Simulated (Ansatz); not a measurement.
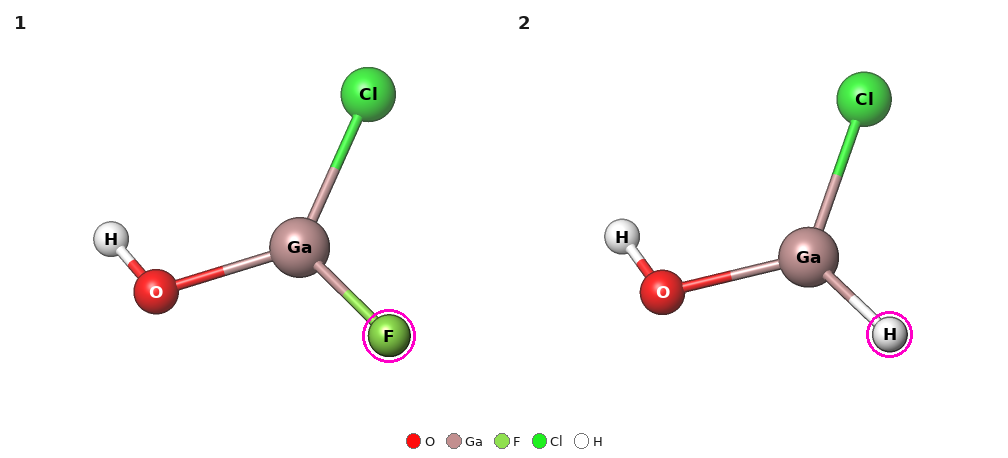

2 molecules with one skeleton, seen from the same side and at one scale; the atom that differs is circled. Charge 0, singlet. Computed geometries: PBE0-D4/def2-TZVP optimisations, one conformation each. Properties computed with Ansatz 0.2.0.

One atom differs, called X below: F in panel 1, H in panel 2. Their formulas are ClFGaHO (`[OH][Ga]([F])[Cl]`), ClGaH2O (`[OH][GaH][Cl]`).

In which is the HOMO energy (Kohn–Sham orbital) higher (PBE0-D4/def2-QZVPP)?

In panel 2 (X = H).

In which is the dipole moment larger (PBE-D4/def2-TZVPP)?

In panel 1 (X = F).

Give the values. With PBE0-D4/def2-TZVP: length of X–Ga (Å), angle O–Ga–X (°), harmonic X–Ga stretching wavenumber (cm⁻¹). With PBE0-D4/def2-QZVPP: HOMO energy (Kohn–Sham orbital) (eV), HOMO–LUMO gap (eV). With PBE-D4/def2-TZVPP: dipole moment (D).

```tsv
quantity	1 (F)	2 (H)	2 − 1
length of X–Ga (Å)	1.733	1.541	−0.192
angle O–Ga–X (°)	117.4	122.5	+5.1
HOMO energy (Kohn–Sham orbital) (eV)	−9.69	−8.98	+0.71
HOMO–LUMO gap (eV)	7.91	7.78	−0.13
dipole moment (D)	2.16	0.47	−1.69
harmonic X–Ga stretching wavenumber (cm⁻¹)	699	2080	+1381
```
